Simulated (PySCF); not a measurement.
**Ce(SH)3: forces at shaken geometries**

Aim: move all atoms of relaxed Ce(SH)3 at random and read energies and forces. The species was built from a template and needn't be a known compound.

The runs use PySCF 2.14.0; r2SCAN, Ce lcecp-1-SVP with ECP47, S def2-SVP, H def2-SVP; scalar-relativistic core potentials, no spin–orbit coupling.

6 further runs of the same task are left out: 2 for a known fault of the program, 2 that didn't finish, 2 set aside as unsound or not needed.

## 1. The system as given

7 atoms, charge 0, spin multiplicity 1.

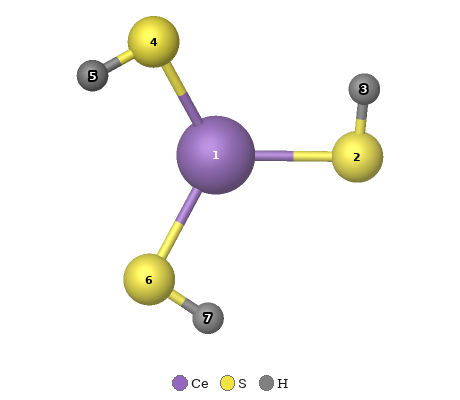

The structure; cerium purple, sulfur yellow, hydrogen grey; atoms are numbered from 1 in the order of the file.

Coordinates:

```xyz
7
CeH3S3
Ce    0.00000    0.00000    0.56434
S     2.63363   -0.39732    0.99429
H     2.91325    0.91950    1.15272
S    -0.97273    2.47944    0.99429
H    -2.25294    2.06319    1.15272
S    -1.66090   -2.08213    0.99429
H    -0.66031   -2.98270    1.15272
```

Formal oxidation states: Ce +3. Each metal's 1 4f electrons lie in its core potential, so multiplicities, spins and levels count the valence alone. An earlier session relaxed this geometry at r2SCAN, Ce lcecp-1-SVP with ECP47, S def2-SVP, H def2-SVP (singlet, point group C3).

Its energy there is -1228.338375 Eh.

## 2. Atoms moved at random, σ = 0.15 Å

File run.py (the lines that set the calculation):

```python
mol = gto.M(atom='''
Ce    -0.00525     0.07407     0.53603
S      2.69694    -0.32084     0.78135
H      2.98650     0.90356     1.04404
S     -0.90189     2.53744     1.10426
H     -2.44063     2.01042     1.18602
S     -1.41986    -2.20595     1.18173
H     -0.91583    -2.99871     1.17193''',
    basis={'Ce': 'lcecp-1-SVP', 'S': 'def2-SVP', 'H': 'def2-SVP'},
    ecp={'Ce': 'lcecp-1-SVP'},
    charge=0, spin=0)
mf = dft.RKS(mol, xc='R2SCAN')
mf.grids.atom_grid = (50, 194)  # f atoms: unpruned, at least (60, 302)
mf = mf.density_fit()  # fitting sets: Ce AutoAux, S def2-universal-JKFIT, H def2-universal-JKFIT
mf.conv_tol = 1e-08; mf.max_cycle = 55
mf.kernel(dm0)  # dm0: the density of the relaxed state
```

Command:

```
$ OMP_NUM_THREADS=2 python run.py
```

## 3. Atoms moved at random, σ = 0.06 Å

File run.py (the lines that set the calculation):

```python
mol = gto.M(atom='''
Ce     0.00939     0.03368     0.56007
S      2.58325    -0.30408     0.89007
H      2.86847     0.81368     1.21854
S     -1.01849     2.43095     1.04036
H     -2.20249     2.03868     1.09434
S     -1.53439    -2.11986     1.05418
H     -0.70574    -2.89305     1.14781''',
    basis={'Ce': 'lcecp-1-SVP', 'S': 'def2-SVP', 'H': 'def2-SVP'},
    ecp={'Ce': 'lcecp-1-SVP'},
    charge=0, spin=0)
mf = dft.RKS(mol, xc='R2SCAN')
mf.grids.atom_grid = (50, 194)  # f atoms: unpruned, at least (60, 302)
mf = mf.density_fit()  # fitting sets: Ce AutoAux, S def2-universal-JKFIT, H def2-universal-JKFIT
mf.conv_tol = 1e-08; mf.max_cycle = 55
mf.kernel(dm0)  # dm0: the density of the relaxed state
```

## 4. Atoms moved at random, σ = 0.15 Å

File run.py (the lines that set the calculation):

```python
mol = gto.M(atom='''
Ce    -0.02882    -0.01170     0.55961
S      2.62789    -0.25193     0.93598
H      2.99017     1.00264     1.21949
S     -0.87676     2.47311     1.23121
H     -2.29405     2.05428     1.04767
S     -1.48650    -2.03919     0.65994
H     -0.93191    -3.22720     1.35146''',
    basis={'Ce': 'lcecp-1-SVP', 'S': 'def2-SVP', 'H': 'def2-SVP'},
    ecp={'Ce': 'lcecp-1-SVP'},
    charge=0, spin=0)
mf = dft.RKS(mol, xc='R2SCAN')
mf.grids.atom_grid = (50, 194)  # f atoms: unpruned, at least (60, 302)
mf = mf.density_fit()  # fitting sets: Ce AutoAux, S def2-universal-JKFIT, H def2-universal-JKFIT
mf.conv_tol = 1e-08; mf.max_cycle = 55
mf.kernel(dm0)  # dm0: the density of the relaxed state
```

Q: Predict the outcome of this session. Wanted: for each run, σ; energy rise; harmonic estimate −½ F·u; largest force component.

**Answer**, as computed:

| σ (Å) | energy rise (eV) | harmonic estimate −½ F·u (eV) | largest force component (eV/Å) |
| --- | --- | --- | --- |
| 0.15 | 5.785 | 6.916 | 30.11 |
| 0.06 | 1.553 | 1.761 | 7.45 |
| 0.15 | 0.707 | 0.912 | 3.85 |

Every displacement raises the energy. For a harmonic well the rise equals −½ F·u; the two differ by at most 29 % here (a move with σ = 0.15 Å), from anharmonicity, the grid and the small forces left at the relaxed point. These are double-zeta-type bases without diffuse functions. Spin–orbit coupling is left out.
